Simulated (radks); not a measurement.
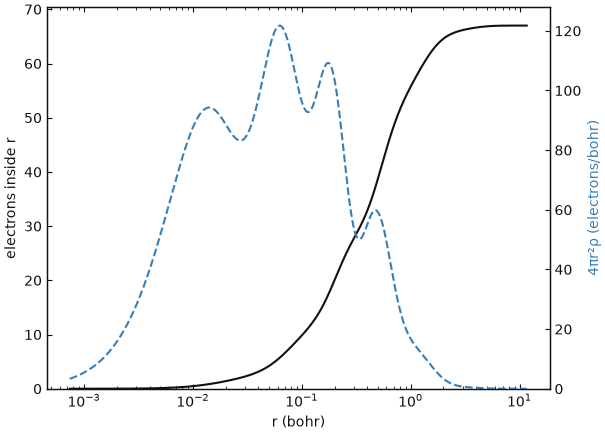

Er⁺ (Z = 68, 67 electrons); electrons: [Xe] 4f12 6s1 (4f5/2: 6, 4f7/2: 6). The calculation used the in-house radial solver radks at this level: Dirac Kohn-Sham, AM05, spin-unpolarised, spherical densities, point nucleus.

The plot shows the number of electrons inside radius r (solid) and the radial density 4πr²ρ (dashed).

Describe it and give its main numbers.

Answer. The count levels off at 67 electrons. Half of them lie within 0.412 bohr, 90 % within 1.34 bohr and 99 % within 3.27 bohr. The radial density has minima at 0.0273, 0.114 and 0.337 bohr, where the count stands at 2.0, 11.2 and 29.6; these part the shells that the density resolves.
